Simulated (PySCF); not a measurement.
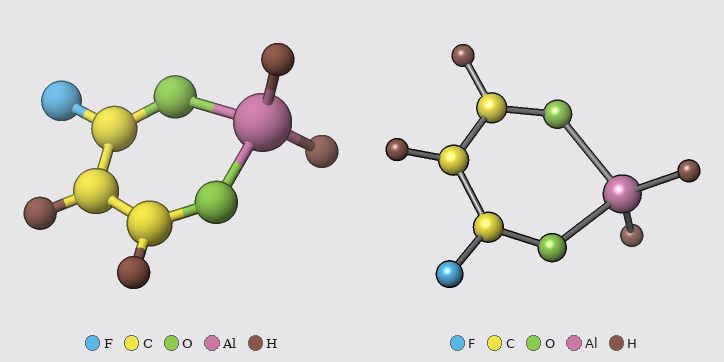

Two views of one molecule.

The geometry was computed by an optimisation with PBE0-D3(BJ)/def2-SVP. No frequency run is at hand to confirm it as a minimum.

Count the atoms of each element.

Answer. C₃H₄AlFO₂, 11 atoms: 3 carbon, 4 hydrogen, 1 aluminium, 1 fluorine and 2 oxygen.

Give the symmetry (Schoenflies symbol).

Answer. Cs.

Write the SMILES.

Answer. FC1=CC=[O+][AlH2-][O]1

Count the bonded pairs by element.

Answer. 2 C–C, 2 C–O, 2 Al–O, 2 C–H, 2 Al–H, 1 C–F.

Name functional groups in it.

Answer. Among them: alkene, C–F bond.

The parts below concern this one geometry. Atoms keep their numbers from picture to picture.

## Geometry

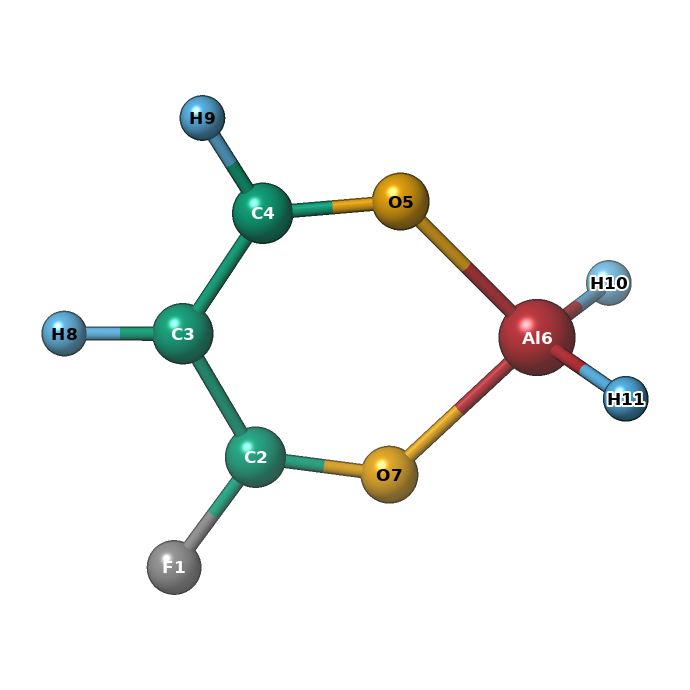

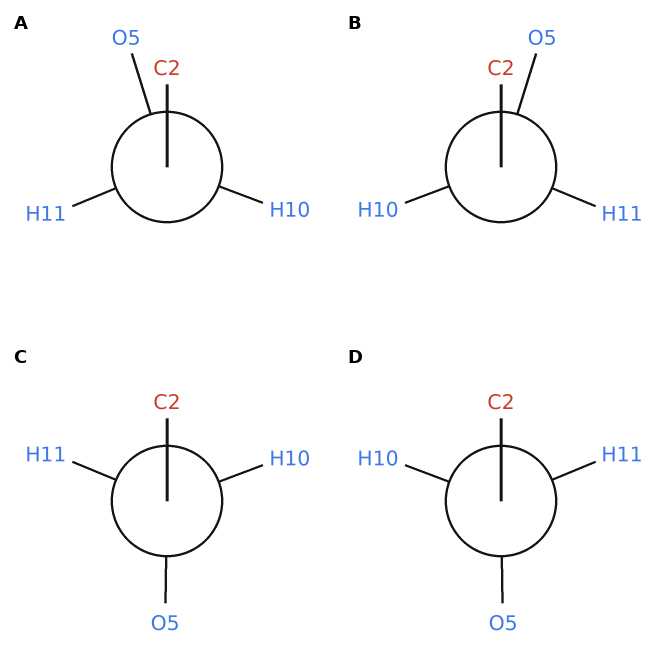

Atoms fade into the background with distance from the viewer. Bonds that would overlap in a projection are set slightly apart. No frequency run is at hand to confirm it as a minimum.

Which Newman projection shows the view along O7–Al6, with O7 in front?

Answer. B. The torsion angle C2–O7–Al6–O5 is 1°, synperiplanar (eclipsed).

## Charges

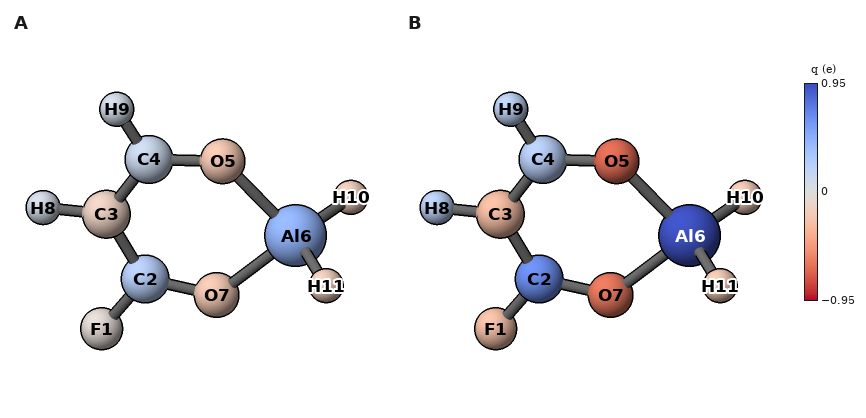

Atomic charges of one calculation by 2 schemes, on one colour scale. No frequency run is at hand to confirm it as a minimum. Method: PBE0/6-31G (PySCF 2.14.0).

The schemes are Hirshfeld, Mulliken. Which panel shows which?

Answer. A Hirshfeld, B Mulliken.

List the charges (e), one line for each set of equivalent atoms. Atoms whose distances differ by more than 0.02 Å in this geometry are listed apart.

```tsv
atom	Hirshfeld	Mulliken
F1	−0.05	−0.26
C2	0.24	0.64
C3	−0.13	−0.28
C4	0.13	0.23
O5	−0.21	−0.65
Al6	0.43	0.91
O7	−0.20	−0.61
H8	0.06	0.22
H9	0.07	0.20
H10	−0.17	−0.20
H11	−0.17	−0.20
```

## Dipole moment

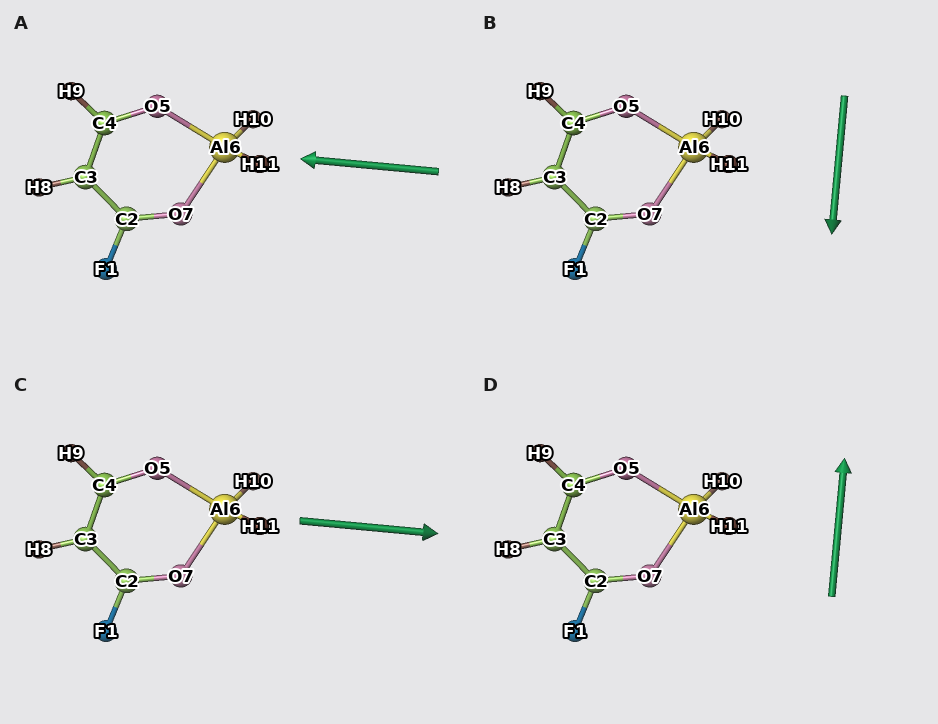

The same molecule four times, each with an arrow. No frequency run is at hand to confirm it as a minimum. Properties computed with mPW1PW91/pcSseg-1, gas phase (PySCF 2.14.0).

Which arrow points along the dipole moment, from the negative to the positive end?

Answer. A. The dipole moment is 3.50 D; it points from the side of H10, H11 to the side of H8 (the outermost atoms at the two ends).

## Ring current

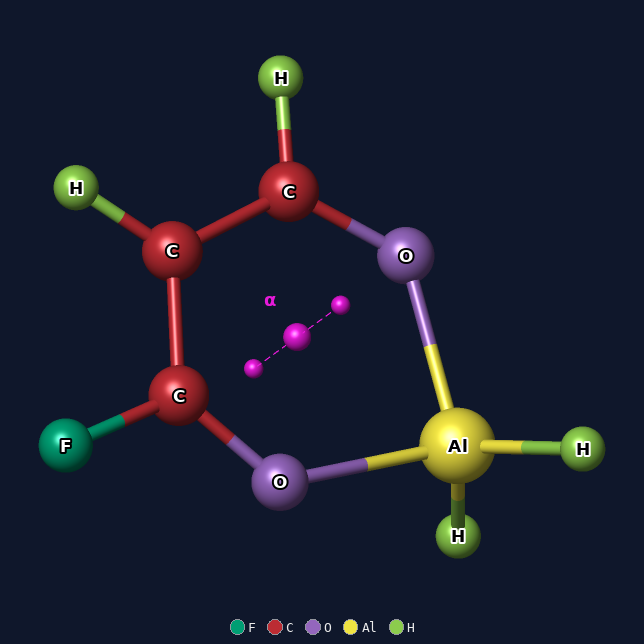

The small points mark where nucleus-independent chemical shifts (NICS) were computed: at the centre of each lettered ring and 1 Å above and below it. No frequency run is at hand to confirm it as a minimum. Properties computed with GIAO HF/pcSseg-1 NMR shielding, non-relativistic, gas phase (PySCF 2.14.0).

Give NICS(0), NICS(1) and the out-of-plane component NICS(1)zz for each ring (means of the two sides).

```json
{"ring": "α", "members": "C3AlO2", "NICS(0)": "0.9", "NICS(1)": "−0.7", "NICS(1)zz": "2.0"}
```

Values in ppm.

What do the values say about the ring currents?

Answer. Ring α: weak, as in a non-aromatic ring. NICS is one index among several.

## Quadrupole coupling

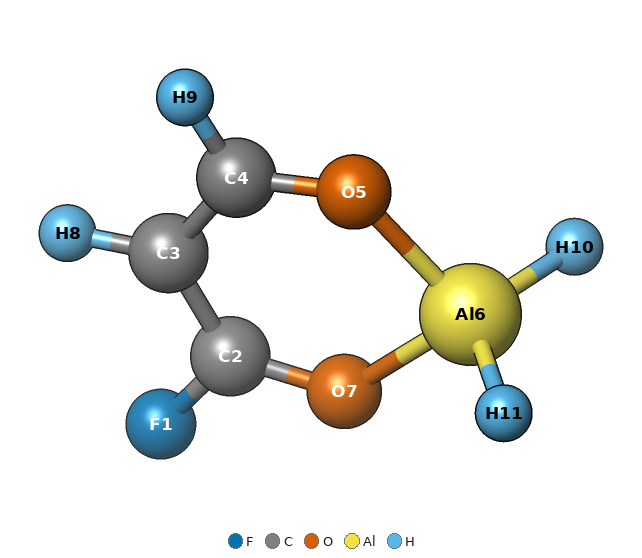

No frequency run is at hand to confirm it as a minimum. Electric field gradients from the ground-state density, PBE0/6-31G (PySCF 2.14.0), non-relativistic apart from any core potentials.

Give the largest field-gradient component, the quadrupole coupling constant and the asymmetry for 17O at O5 (Q = −25.6 mb), 27Al at Al6 (Q = 146.6 mb), 17O at O7 (Q = −25.6 mb).

```tsv
atom	V_zz (a.u.)	e²qQ/h (MHz)	η
O5	−1.237	7.44	1.00
Al6	−0.697	−24.0	0.86
O7	1.228	−7.38	0.83
```

Mulliken values depend strongly on the basis set and can even reverse the polarity of a bond.
